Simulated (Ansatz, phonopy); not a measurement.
# Quasi-harmonic thermodynamics of CaO (Lime, Fm-3m), part 3 of 4

Aim: the lattice, expansion, heat capacity and bulk modulus of CaO (Lime) as it warms.

Experimental results on record:
- heat capacity C_P per formula unit 42.2 J/mol/K and bulk modulus 113 GPa near room temperature (given in “High-Throughput Prediction of Finite-Temperature Properties using the Quasi-Harmonic Approximation”, 2016, arXiv:1603.06924)

Ansatz 0.2.0; DFT LDA, scalar-relativistic, plane waves, PAW (the session's first sound run).

So far, isothermal bulk modulus at 298 K (GPa): step 5 (phonons on strained cells, functional LDA, q-mesh 2×2×2) 120.

## 6. Quasi-harmonic fit by phonopy

This step: DFT LDA, scalar-relativistic, plane waves, PAW (phonopy 4.10.0).

This step gave:

```yaml
volume_expansion_coefficient_at_300_k: 35.11 1e-6/K
isothermal_bulk_modulus_at_300_k: 120.2 GPa
c_p_at_300_k: 21.38 J/mol-atom/K
grueneisen_parameter_at_300_k: 1.601
```

Energy (each curve on its own zero) against volume; values in meV/atom:

| volume (Å³/atom) | static | F at 0 K | F at 300 K | F at 1200 K |
| --- | --- | --- | --- | --- |
| 13.046 | 0 | 2.94 | 5.06 | 17.7 |
| 13.243 | 1.2 | 2.85 | 4.12 | 11.5 |
| 13.509 | 6.29 | 6.25 | 6.3 | 6.4 |
| 13.747 | 13.9 | 12.4 | 11.3 | 4.7 |
| 13.989 | 24.3 | 21.3 | 19.0 | 5.42 |

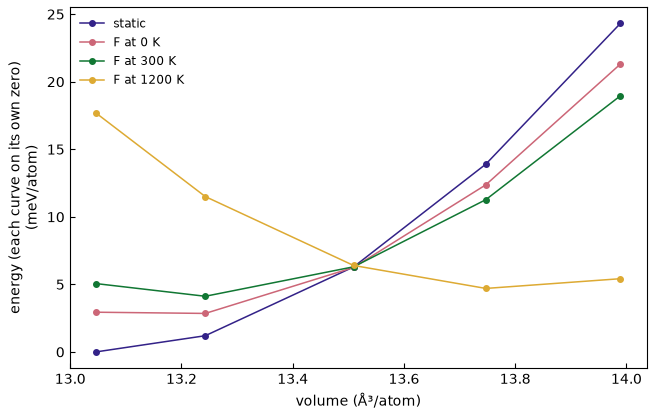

Energy (each curve on its own zero) against volume.

Phonopy-qha, vinet fit of F(V) at each temperature. Qha vinet, by row:

| T (K) | fitted volume (Å³/atom) | alpha_V (1e-6/K) | B_T (GPa) | C_P (J/mol-atom/K) | Grueneisen |
| --- | --- | --- | --- | --- | --- |
| 100 | 13.16 | 12.17 | 124.8 | 7.43 | 1.553 |
| 150 | 13.17 | 21.49 | 123.9 | 13.44 | 1.557 |
| 200 | 13.18 | 28.01 | 122.8 | 17.37 | 1.581 |
| 250 | 13.2 | 32.24 | 121.5 | 19.81 | 1.593 |
| 300 | 13.23 | 35.11 | 120.2 | 21.38 | 1.601 |
| 350 | 13.25 | 37.2 | 118.8 | 22.45 | 1.607 |
| 400 | 13.28 | 38.85 | 117.5 | 23.21 | 1.613 |
| 450 | 13.3 | 40.21 | 116 | 23.79 | 1.619 |
| 500 | 13.33 | 41.42 | 114.5 | 24.24 | 1.626 |
| 550 | 13.36 | 42.52 | 113.1 | 24.62 | 1.632 |
| 600 | 13.39 | 43.56 | 111.5 | 24.93 | 1.64 |
| 650 | 13.42 | 44.57 | 110 | 25.21 | 1.647 |
| 700 | 13.45 | 45.57 | 108.4 | 25.46 | 1.655 |
| 750 | 13.48 | 46.58 | 106.8 | 25.7 | 1.663 |
| 800 | 13.51 | 47.6 | 105.2 | 25.92 | 1.672 |
| 850 | 13.54 | 48.64 | 103.5 | 26.14 | 1.681 |
| 900 | 13.57 | 49.72 | 101.8 | 26.35 | 1.69 |
| 950 | 13.61 | 50.84 | 100.1 | 26.56 | 1.7 |
| 1000 | 13.64 | 52.01 | 98.36 | 26.77 | 1.71 |
| 1050 | 13.68 | 53.23 | 96.59 | 26.99 | 1.721 |
| 1100 | 13.72 | 54.52 | 94.78 | 27.21 | 1.732 |
| 1150 | 13.75 | 55.87 | 92.94 | 27.44 | 1.743 |

The volume expansion coefficient by temperature; values in 1e-6/K:

| temperature (K) | phonopy-qha, Vinet | Ansatz's own study |
| --- | --- | --- |
| 100 | 12.2 | 12.3 |
| 150 | 21.5 | 22.0 |
| 200 | 28.0 | 28.4 |
| 250 | 32.2 | 32.4 |
| 300 | 35.1 | 35.2 |
| 350 | 37.2 | 37.3 |
| 400 | 38.9 | 38.9 |
| 450 | 40.2 | 40.2 |
| 500 | 41.4 | 41.4 |
| 550 | 42.5 | 42.5 |
| 600 | 43.6 | 43.6 |
| 650 | 44.6 | 44.6 |
| 700 | 45.6 | 45.6 |
| 750 | 46.6 | 46.6 |
| 800 | 47.6 | 47.6 |
| 850 | 48.6 | 48.6 |
| 900 | 49.7 | 49.7 |
| 950 | 50.8 | 50.8 |
| 1000 | 52.0 | 52 |
| 1050 | 53.2 | 53.2 |
| 1100 | 54.5 | 54.5 |
| 1150 | 55.9 | 55.9 |

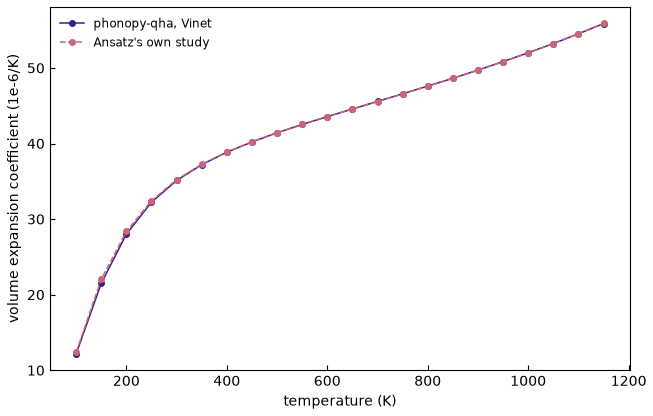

Volume expansion coefficient, plotted against temperature.

The fit gives a volume expansion of 35.1 × 10⁻⁶/K at 300 K, against 35.1 at 298 K from the study itself, whose static fit uses more cells.

## 7. Phonons on strained cells, q-mesh 4×4×4

The study relaxes the crystal at several strains, solves the phonons on some of them and minimises the free energy at each temperature (static energy, vibrations, the electrons in a metal, and PV under a set pressure); the q-mesh sets how far the force constants reach.

This step: DFT LDA, scalar-relativistic, plane waves, PAW (Ansatz 0.2.0).

input.yaml

```yaml
crystal:
  lattice:
    - [0.0, 2.3539031613, 2.3539031613]
    - [2.3539031613, 0.0, 2.3539031613]
    - [2.3539031613, 2.3539031613, 0.0]
  atoms:
    - { symbol: Ca, position: [0.0, 0.0, 0.0] }
    - { symbol: O, position: [0.5, 0.5, 0.5] }
kpoints:
  mp_grid: { grid: [8, 8, 8] }
hamiltonian:
  xc: lda
scf:
  occupations: { method: fixed }
  lower_state_search: "off"
output:
  eigenvalues: true
phonons:
  method: dfpt
  qmesh: [4, 4, 4]
  temperatures: { t_max: 1200.0, t_step: 50 }
  thermal_expansion: {}
```

On the command line:

```bash
ansatz run input.yaml --threads 4 --pin off --max-ram 16384MiB --backend cpu --events-out ev --progress --plain --runs-dir out
```

Numbers of over 12 decimals in the logs are rounded to 6 here.

Output:

```text
[...]
Crystal: 2 atoms, lattice volume = 26.085 Å³
Basis set: ecut = 487.2 eV, 609 PW (Γ), exchange–correlation on 48×48×48 points (8 copies of the dense FFT grid, shifted against one another)
Bands: 12, of which v1, the nominal top of the filled ones, is band 8 counted from 1 (7 counted from 0)
Symmetry: 48 space group operations
[...]
k-points: 29 of 512
[...]
SCF iter   1: F=—  HF=-2331.667011 eV  |F-HF|=—  |Δ(HF+E_count)|=         —  Δρ=1.70e-2  dr2=7.33e-2  ethr=1.77e-3  ⟨swp⟩=4.9  Hψ=2073  notcnv=0  defer=9
[...]
SCF iter   8: F=-2331.647984 eV  HF=-2331.647984 eV  |F-HF|=4.55e-13  |Δ(HF+E_count)|=  1.00e-11  Δρ=3.30e-8  dr2=1.53e-13  ethr=1.00e-12  ⟨swp⟩=6.3  Hψ=1880  notcnv=0
SCF 1 converged in 8 iterations: F = -2331.647984 eV  dr2 = 1.53e-13
[...]
relax step   1: F+E_penalty+E_count = -2331.64798361 eV  Δ(F+E_penalty+E_count) = +0.000e0 eV  max|allowed force component| = 1.183e-29 eV/Å  Δτ_max = 0.0000 Å  (8 SCF iters, accepted)
SCF converged after 8 iterations
Free energy (F): -2331.647984 eV
[...]
Internal energy: -2331.647984 eV  (E = F + TS)
E sigma→0 (E₀):  -2331.647984 eV
Fermi energy:    7.996965 eV
[...]
--- Stress (GPa, compression-positive) ---
        0.003862       0.000000       0.000000
        0.000000       0.003862      -0.000000
        0.000000       0.000000       0.003862
  P = ⅓ Tr σ = 0.0039 GPa (0.039 kbar)
--- Band table (eV; the first three rows and the last of 29) ---
  k-point 0: bands = [... 4 lower, -7.3302, 7.9970, 7.9970, 7.9970, 13.0855, 14.2659, 14.2659, 14.2659]
  k-point 1: bands = [... 4 lower, -7.0245, 7.4284, 7.7578, 7.7578, 13.7785, 14.2298, 14.5564, 14.5564]
  k-point 2: bands = [... 4 lower, -6.4496, 6.3519, 7.2509, 7.2509, 14.3170, 15.2660, 15.3225, 15.3225]
  k-point 28: bands = [... 4 lower, -6.5511, 6.5893, 6.9285, 6.9285, 14.3841, 14.3841, 16.8173, 17.9665]
── thermal expansion: 3 new cells, 3 in all ──
thermal expansion: relaxation of cell 2
thermal expansion: relaxation of cell 3
── thermal expansion: 2 new cells, 5 in all ──
thermal expansion: relaxation of cell 4
thermal expansion: phonons of cell 4
thermal expansion: relaxation of cell 5
thermal expansion: phonons of cell 5
── thermal expansion: 6 new cells, 11 in all ──
thermal expansion: relaxation of cell 6
thermal expansion: relaxation of cell 7
thermal expansion: relaxation of cell 8
thermal expansion: relaxation of cell 9
thermal expansion: relaxation of cell 10
thermal expansion: relaxation of cell 11
thermal expansion: phonons of cell 6
thermal expansion: phonons of cell 7
thermal expansion: phonons of cell 8
--- Relaxed structure (1 steps of the walk, 1 accepted, 0 SCFs on fresh bases) ---
  F+E_penalty+E_count = -2331.64798361 eV   max|allowed force component| = 1.183e-29 eV/Å
  atoms:
    - { symbol: Ca, position: [0.0, 0.0, 0.0] }
    - { symbol: O, position: [0.5, 0.5, 0.5] }
--- Thermal expansion: 11 cells in 3 rounds, 0 GPa ---
  no lower state was looked for at cell 4: scf.lower_state_search: off
  without vibrations: a 3.32896, b 3.32896, c 3.32896 Å, V 26.0862 Å³, B 128.85 GPa
  at 0 K: a 3.33810, b 3.33810, c 3.33810 Å, V 26.3018 Å³, B 125.42 GPa
  zero-point expansion: a +0.275, b +0.275, c +0.275, V +0.826 %
[...]
0.00    3.33810    3.33810    3.33810    26.3018 |    0.00    0.00    0.00    0.00 |   18.80 |     0.000     0.000 |   125.42   125.42
   150.00    3.33947    3.33947    3.33947    26.3339 |    7.28    7.28    7.28   21.84 |   29.62 |    27.220    27.079 |   124.00   124.64
   298.15    3.34436    3.34436    3.34436    26.4500 |   11.64   11.64   11.64   34.93 |       - |    42.562    41.865 |   120.24   122.24
   400.00    3.34856    3.34856    3.34856    26.5498 |   12.90   12.90   12.90   38.71 |   37.04 |    46.319    45.194 |   117.36   120.28
   550.00    3.35538    3.35538    3.35538    26.7122 |   14.14   14.14   14.14   42.41 |   39.36 |    49.149    47.353 |   112.88   117.16
   700.00    3.36277    3.36277    3.36277    26.8890 |   15.18   15.18   15.18   45.53 |   41.30 |    50.867    48.326 |   108.13   113.82
   850.00    3.37069    3.37069    3.37069    27.0796 |   16.23   16.23   16.23   48.68 |   43.13 |    52.229    48.841 |   103.13   110.28
  1000.00    3.37920    3.37920    3.37920    27.2851 |   17.39   17.39   17.39   52.17 |   44.98 |    53.521    49.144 |    97.84   106.56
  1150.00    3.38836    3.38836    3.38836    27.5076 |   18.74   18.74   18.74   56.23 |   46.94 |    54.892    49.337 |    92.24   102.63
  1200.00    3.39158    3.39158    3.39158    27.5860 |   19.25   19.25   19.25   57.74 |   47.62 |    55.388    49.386 |    90.30   101.28
[...]
vibrations' free energy: its fit leaves 0.0009 meV an atom at the most
  the electrons' free energy at temperature is not in it: every band gap is over 1.24 eV
  free energies summed between the sampled wave vectors
[...]
the FFT grids of the static calculations differ: 24 × 24 × 24, 25 × 25 × 25
  band gaps on the cells' k-points are 3.425 to 3.497 eV
```

The job ended after 4 min (4 threads of Arm Neoverse V1, shared host; peak memory 0.8 GiB; 15 min of CPU time).

This step gave:

```yaml
volume_expansion_coefficient_at_298_k: 34.93 1e-6/K
c_p_at_298_k: 21.28 J/mol-atom/K
entropy_at_298_k: 19.78 J/mol-atom/K
isothermal_bulk_modulus_at_298_k: 120.2 GPa
grueneisen_parameter_at_298_k: 1.598
volume_at_298_k: 13.22 Å³/atom
principal_linear_expansion_coefficients_at_298_k: 11.64, 11.64, 11.64 1e-6/K
```

Strained cells of the study; zero-point energy where phonons were solved; the pressures are stresses at a fixed cutoff and can carry an offset from the finite basis. Expansion cells, by row:

| cell | \|a\| (Å) | \|b\| (Å) | \|c\| (Å) | V (Å³/atom) | E - E_lowest (meV/atom) | pressure, compression positive (GPa) | gap (eV) | zero-point energy (meV/atom) |
| --- | --- | --- | --- | --- | --- | --- | --- | --- |
| 1 | 3.329 | 3.329 | 3.329 | 13.04 | 0.004 | -0.028 | 3.449 | - |
| 2 | 3.356 | 3.356 | 3.356 | 13.36 | 2.929 | -2.949 | 3.466 | - |
| 3 | 3.303 | 3.303 | 3.303 | 12.73 | 3.062 | 3.219 | 3.43 | - |
| 4 | 3.329 | 3.329 | 3.329 | 13.05 | 0 | -0.061 | 3.449 | 55.91 |
| 5 | 3.346 | 3.346 | 3.346 | 13.24 | 1.196 | -1.925 | 3.46 | 54.63 |
| 6 | 3.368 | 3.368 | 3.368 | 13.51 | 6.225 | -4.199 | 3.472 | 52.95 |
| 7 | 3.387 | 3.387 | 3.387 | 13.74 | 13.75 | -6.036 | 3.481 | 51.47 |
| 8 | 3.407 | 3.407 | 3.407 | 13.98 | 24.07 | -7.73 | 3.489 | 49.99 |
| 9 | 3.296 | 3.296 | 3.296 | 12.66 | 4.731 | 4.052 | 3.425 | - |
| 10 | 3.313 | 3.313 | 3.313 | 12.85 | 1.149 | 1.929 | 3.438 | - |
| 11 | 3.434 | 3.434 | 3.434 | 14.32 | 42.6 | -9.842 | 3.497 | - |

Quasi-harmonic; a, b, c are the run's own cell vectors. Expansion, by row:

| T (K) | a (Å) | b (Å) | c (Å) | alpha (deg) | beta (deg) | gamma (deg) | cell volume (Å³/cell) | alpha_a (1e-6/K) | alpha_b (1e-6/K) | alpha_c (1e-6/K) | alpha_V (1e-6/K) | C_P (J/mol-atom/K) | C_V (J/mol-atom/K) | S (J/mol-atom/K) | B_T (GPa) | B_S (GPa) | Grueneisen | extrapolation | fit error (1e-6/K) |
| --- | --- | --- | --- | --- | --- | --- | --- | --- | --- | --- | --- | --- | --- | --- | --- | --- | --- | --- | --- |
| 0 | 3.338 | 3.338 | 3.338 | 60 | 60 | 60 | 26.3 | 0 | 0 | 0 | 0 | 0 | 0 | 0 | 125.4 | 125.4 | - | 0 | 0 |
| 50 | 3.338 | 3.338 | 3.338 | 60 | 60 | 60 | 26.3 | 0.66 | 0.66 | 0.66 | 1.99 | 1.407 | 1.407 | 0.403 | 125.4 | 125.4 | 1.405 | 0 | 0 |
| 100 | 3.338 | 3.338 | 3.338 | 60 | 60 | 60 | 26.31 | 4.07 | 4.07 | 4.07 | 12.2 | 7.776 | 7.761 | 3.201 | 124.9 | 125.2 | 1.555 | 0 | 0 |
| 150 | 3.339 | 3.339 | 3.339 | 60 | 60 | 60 | 26.33 | 7.28 | 7.28 | 7.28 | 21.84 | 13.61 | 13.54 | 7.528 | 124 | 124.6 | 1.586 | 0 | 0.01 |
| 200 | 3.341 | 3.341 | 3.341 | 60 | 60 | 60 | 26.37 | 9.38 | 9.38 | 9.38 | 28.15 | 17.4 | 17.24 | 12.01 | 122.8 | 123.9 | 1.592 | 0 | 0.01 |
| 250 | 3.343 | 3.343 | 3.343 | 60 | 60 | 60 | 26.41 | 10.74 | 10.74 | 10.74 | 32.22 | 19.78 | 19.53 | 16.16 | 121.5 | 123.1 | 1.595 | 0 | 0.01 |
| 298.1 | 3.344 | 3.344 | 3.344 | 60 | 60 | 60 | 26.45 | 11.64 | 11.64 | 11.64 | 34.93 | 21.28 | 20.93 | 19.78 | 120.2 | 122.2 | 1.598 | 0 | 0.01 |
| 300 | 3.344 | 3.344 | 3.344 | 60 | 60 | 60 | 26.45 | 11.67 | 11.67 | 11.67 | 35.01 | 21.33 | 20.98 | 19.91 | 120.2 | 122.2 | 1.598 | 0 | 0.01 |
| 350 | 3.346 | 3.346 | 3.346 | 60 | 60 | 60 | 26.5 | 12.36 | 12.36 | 12.36 | 37.08 | 22.39 | 21.94 | 23.29 | 118.8 | 121.3 | 1.602 | 0 | 0.01 |
| 400 | 3.349 | 3.349 | 3.349 | 60 | 60 | 60 | 26.55 | 12.9 | 12.9 | 12.9 | 38.71 | 23.16 | 22.6 | 26.33 | 117.4 | 120.3 | 1.607 | 0 | 0.01 |
| 450 | 3.351 | 3.351 | 3.351 | 60 | 60 | 60 | 26.6 | 13.36 | 13.36 | 13.36 | 40.08 | 23.74 | 23.07 | 29.09 | 115.9 | 119.3 | 1.613 | 0 | 0.01 |
| 500 | 3.353 | 3.353 | 3.353 | 60 | 60 | 60 | 26.66 | 13.77 | 13.77 | 13.77 | 41.3 | 24.2 | 23.41 | 31.62 | 114.4 | 118.2 | 1.619 | 0 | 0.01 |
| 550 | 3.355 | 3.355 | 3.355 | 60 | 60 | 60 | 26.71 | 14.14 | 14.14 | 14.14 | 42.41 | 24.57 | 23.68 | 33.94 | 112.9 | 117.2 | 1.626 | 0 | 0.01 |
| 600 | 3.358 | 3.358 | 3.358 | 60 | 60 | 60 | 26.77 | 14.49 | 14.49 | 14.49 | 43.47 | 24.89 | 23.88 | 36.09 | 111.3 | 116.1 | 1.634 | 0 | 0.02 |
| 650 | 3.36 | 3.36 | 3.36 | 60 | 60 | 60 | 26.83 | 14.83 | 14.83 | 14.83 | 44.5 | 25.18 | 24.04 | 38.1 | 109.7 | 115 | 1.641 | 0 | 0.02 |
| 700 | 3.363 | 3.363 | 3.363 | 60 | 60 | 60 | 26.89 | 15.18 | 15.18 | 15.18 | 45.53 | 25.43 | 24.16 | 39.97 | 108.1 | 113.8 | 1.65 | 0 | 0.03 |
| 750 | 3.365 | 3.365 | 3.365 | 60 | 60 | 60 | 26.95 | 15.52 | 15.52 | 15.52 | 46.56 | 25.67 | 24.27 | 41.74 | 106.5 | 112.7 | 1.658 | 0 | 0.03 |
| 800 | 3.368 | 3.368 | 3.368 | 60 | 60 | 60 | 27.01 | 15.87 | 15.87 | 15.87 | 47.6 | 25.9 | 24.35 | 43.4 | 104.8 | 111.5 | 1.667 | 0 | 0.03 |
| 850 | 3.371 | 3.371 | 3.371 | 60 | 60 | 60 | 27.08 | 16.23 | 16.23 | 16.23 | 48.68 | 26.11 | 24.42 | 44.98 | 103.1 | 110.3 | 1.676 | 0 | 0.04 |
| 900 | 3.373 | 3.373 | 3.373 | 60 | 60 | 60 | 27.15 | 16.6 | 16.6 | 16.6 | 49.8 | 26.33 | 24.48 | 46.48 | 101.4 | 109.1 | 1.686 | 0 | 0.04 |
| 950 | 3.376 | 3.376 | 3.376 | 60 | 60 | 60 | 27.21 | 16.99 | 16.99 | 16.99 | 50.96 | 26.54 | 24.53 | 47.91 | 99.64 | 107.8 | 1.696 | 0 | 0.04 |
| 1000 | 3.379 | 3.379 | 3.379 | 60 | 60 | 60 | 27.29 | 17.39 | 17.39 | 17.39 | 52.17 | 26.76 | 24.57 | 49.27 | 97.84 | 106.6 | 1.707 | 0 | 0.03 |
| 1050 | 3.382 | 3.382 | 3.382 | 60 | 60 | 60 | 27.36 | 17.82 | 17.82 | 17.82 | 53.45 | 26.98 | 24.61 | 50.58 | 96.01 | 105.3 | 1.718 | 0 | 0.03 |
| 1100 | 3.385 | 3.385 | 3.385 | 60 | 60 | 60 | 27.43 | 18.27 | 18.27 | 18.27 | 54.8 | 27.21 | 24.64 | 51.84 | 94.15 | 104 | 1.729 | 0 | 0.02 |
| 1150 | 3.388 | 3.388 | 3.388 | 60 | 60 | 60 | 27.51 | 18.74 | 18.74 | 18.74 | 56.23 | 27.45 | 24.67 | 53.06 | 92.24 | 102.6 | 1.741 | 0 | 0.04 |
| 1200 | 3.392 | 3.392 | 3.392 | 60 | 60 | 60 | 27.59 | 19.25 | 19.25 | 19.25 | 57.74 | 27.69 | 24.69 | 54.23 | 90.3 | 101.3 | 1.754 | 0 | 0.07 |

Expansion coefficient against temperature; values in 1e-6/K:

| temperature (K) | volume | principal 1 |
| --- | --- | --- |
| 0 | 0 | 0 |
| 100 | 12.2 | 4.07 |
| 200 | 28.1 | 9.38 |
| 298 | 34.9 | 11.6 |
| 350 | 37.1 | 12.4 |
| 450 | 40.1 | 13.4 |
| 550 | 42.4 | 14.1 |
| 600 | 43.5 | 14.5 |
| 700 | 45.5 | 15.2 |
| 800 | 47.6 | 15.9 |
| 900 | 49.8 | 16.6 |
| 1000 | 52.2 | 17.4 |
| 1100 | 54.8 | 18.3 |
| 1200 | 57.7 | 19.2 |

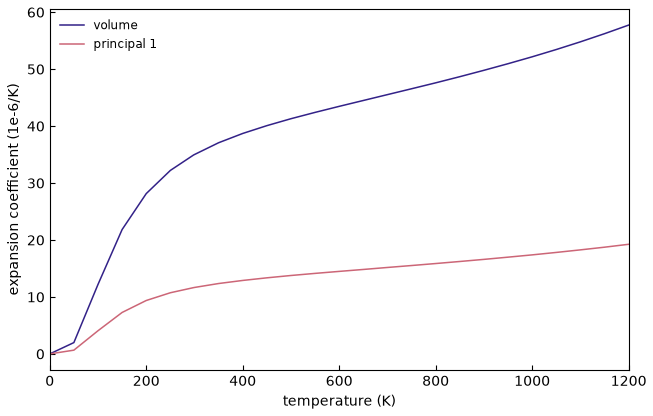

Expansion coefficient against temperature.

Changing the q-mesh (2×2×2 → 4×4×4) takes the volume expansion at 298 K from 35.1 to 34.9 × 10⁻⁶/K and B_T from 120 to 120 GPa.

## 8. Quasi-harmonic fit by phonopy

This step: DFT LDA, scalar-relativistic, plane waves, PAW (phonopy 4.10.0).

This step gave:

```
volume expansion coefficient at 300 K : 34.92 1e-6/K
isothermal bulk modulus at 300 K      : 120.1 GPa
C_P at 300 K                          : 21.35 J/mol-atom/K
Grüneisen parameter at 300 K          : 1.592
```

The energy (each curve on its own zero) by volume; values in meV/atom:

| volume (Å³/atom) | static | F at 0 K | F at 300 K | F at 1200 K |
| --- | --- | --- | --- | --- |
| 13.046 | 0 | 2.92 | 5.03 | 17.5 |
| 13.243 | 1.2 | 2.84 | 4.09 | 11.4 |
| 13.507 | 6.23 | 6.18 | 6.24 | 6.35 |
| 13.743 | 13.8 | 12.2 | 11.1 | 4.65 |
| 13.984 | 24.1 | 21.1 | 18.7 | 5.32 |

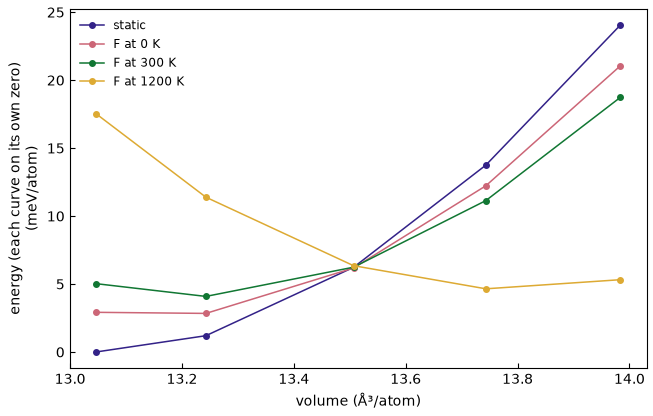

Energy (each curve on its own zero), plotted against volume.

Phonopy-qha, vinet fit of F(V) at each temperature. Qha vinet, by row:

| T (K) | fitted volume (Å³/atom) | alpha_V (1e-6/K) | B_T (GPa) | C_P (J/mol-atom/K) | Grueneisen |
| --- | --- | --- | --- | --- | --- |
| 100 | 13.16 | 12.03 | 124.8 | 7.441 | 1.533 |
| 150 | 13.17 | 21.29 | 123.9 | 13.41 | 1.545 |
| 200 | 13.18 | 27.8 | 122.7 | 17.33 | 1.571 |
| 250 | 13.2 | 32.03 | 121.5 | 19.78 | 1.584 |
| 300 | 13.23 | 34.92 | 120.1 | 21.35 | 1.592 |
| 350 | 13.25 | 37.03 | 118.7 | 22.42 | 1.599 |
| 400 | 13.27 | 38.68 | 117.3 | 23.19 | 1.605 |
| 450 | 13.3 | 40.07 | 115.8 | 23.77 | 1.612 |
| 500 | 13.33 | 41.29 | 114.4 | 24.23 | 1.619 |
| 550 | 13.36 | 42.41 | 112.8 | 24.6 | 1.626 |
| 600 | 13.38 | 43.47 | 111.3 | 24.92 | 1.633 |
| 650 | 13.41 | 44.51 | 109.7 | 25.2 | 1.641 |
| 700 | 13.44 | 45.53 | 108.1 | 25.45 | 1.65 |
| 750 | 13.48 | 46.56 | 106.5 | 25.69 | 1.658 |
| 800 | 13.51 | 47.61 | 104.8 | 25.91 | 1.667 |
| 850 | 13.54 | 48.69 | 103.1 | 26.13 | 1.677 |
| 900 | 13.57 | 49.81 | 101.4 | 26.34 | 1.687 |
| 950 | 13.61 | 50.97 | 99.65 | 26.55 | 1.697 |
| 1000 | 13.64 | 52.18 | 97.87 | 26.77 | 1.707 |
| 1050 | 13.68 | 53.45 | 96.05 | 26.99 | 1.719 |
| 1100 | 13.72 | 54.79 | 94.2 | 27.22 | 1.73 |
| 1150 | 13.75 | 56.2 | 92.32 | 27.45 | 1.742 |

Table of volume expansion coefficient by temperature; values in 1e-6/K:

| temperature (K) | phonopy-qha, Vinet | Ansatz's own study |
| --- | --- | --- |
| 100 | 12.0 | 12.2 |
| 150 | 21.3 | 21.8 |
| 200 | 27.8 | 28.1 |
| 250 | 32.0 | 32.2 |
| 300 | 34.9 | 35.0 |
| 350 | 37.0 | 37.1 |
| 400 | 38.7 | 38.7 |
| 450 | 40.1 | 40.1 |
| 500 | 41.3 | 41.3 |
| 550 | 42.4 | 42.4 |
| 600 | 43.5 | 43.5 |
| 650 | 44.5 | 44.5 |
| 700 | 45.5 | 45.5 |
| 750 | 46.6 | 46.6 |
| 800 | 47.6 | 47.6 |
| 850 | 48.7 | 48.7 |
| 900 | 49.8 | 49.8 |
| 950 | 51.0 | 51.0 |
| 1000 | 52.2 | 52.2 |
| 1050 | 53.5 | 53.5 |
| 1100 | 54.8 | 54.8 |
| 1150 | 56.2 | 56.2 |

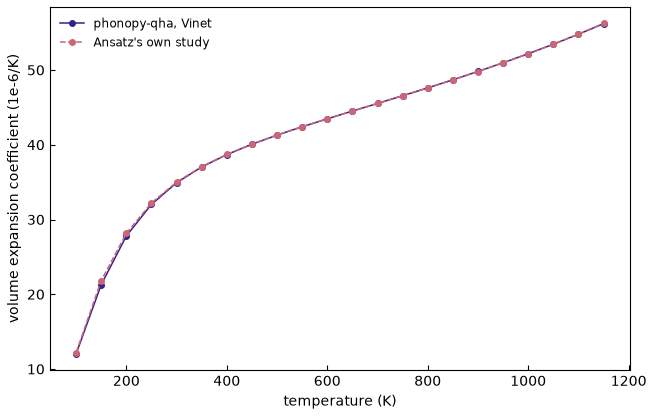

Volume expansion coefficient against temperature.

The fit gives a volume expansion of 34.9 × 10⁻⁶/K at 300 K, against 34.9 at 298 K from the study itself, whose static fit uses more cells.

(Continued in part 4 of 4.)

[Logs are printed without paths, hosts, clocks, repeated set-up lines and the standing remarks that a program may print on its own settings, such as how far it seeks lower states.]

[Hosts, paths, dates, database ids (printed as entryN), source tags and the programs' standing remarks are cut or masked in the printed files.]

[A step with changed settings may run another functional than the one named; its input shows which.]
